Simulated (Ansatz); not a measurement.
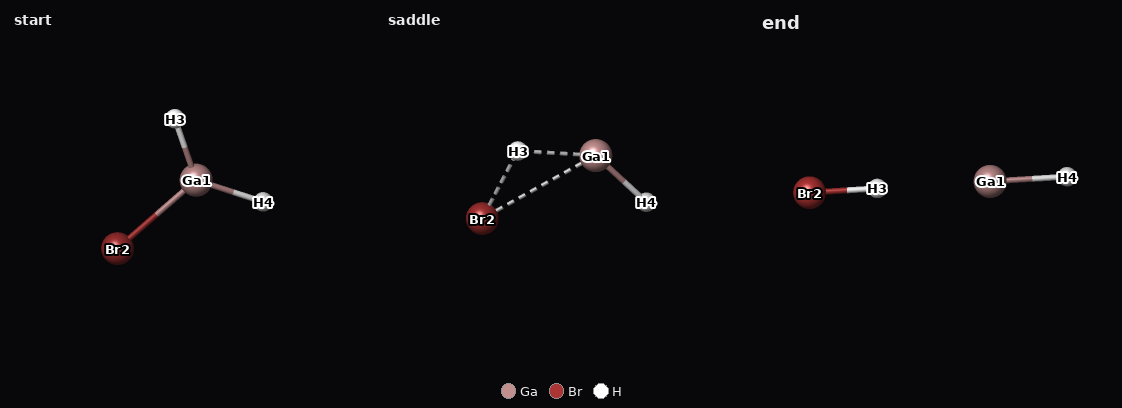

A saddle point and the two end points reached downhill from it. Broken sticks mark bonds that form or break. Charge 0, singlet. Geometries: PBE0-D4/def2-TZVP; all other levels are single points on them, and energies count from the start as drawn. Program: Ansatz 0.2.0. In CBS estimates cores are frozen, and CCSD(T) − MP2 is taken in the smaller basis.

Which bonds form and which break from start to end?

Answer. Formed: Br2–H3; broken: Ga1–Br2, Ga1–H3. At the saddle point Br2···H3 is 1.75 Å, Ga1···Br2 is 2.81 Å, Ga1···H3 is 1.69 Å.

Give the electronic barrier and the reaction energy from start to end in kcal/mol (no zero-point energy) with CCSD(T)/CBS (MP2 limit from def2-TZVPP and def2-QZVPP plus CCSD(T) − MP2); B3LYP-D4/def2-TZVPP; B3LYP-D4/6-31G.

| level | barrier | reaction energy |
| --- | --- | --- |
| CCSD(T)/CBS (MP2 limit from def2-TZVPP and def2-QZVPP plus CCSD(T) − MP2) | 54.7 | +47.0 |
| B3LYP-D4/def2-TZVPP | 49.1 | +42.0 |
| B3LYP-D4/6-31G | 50.2 | +44.9 |
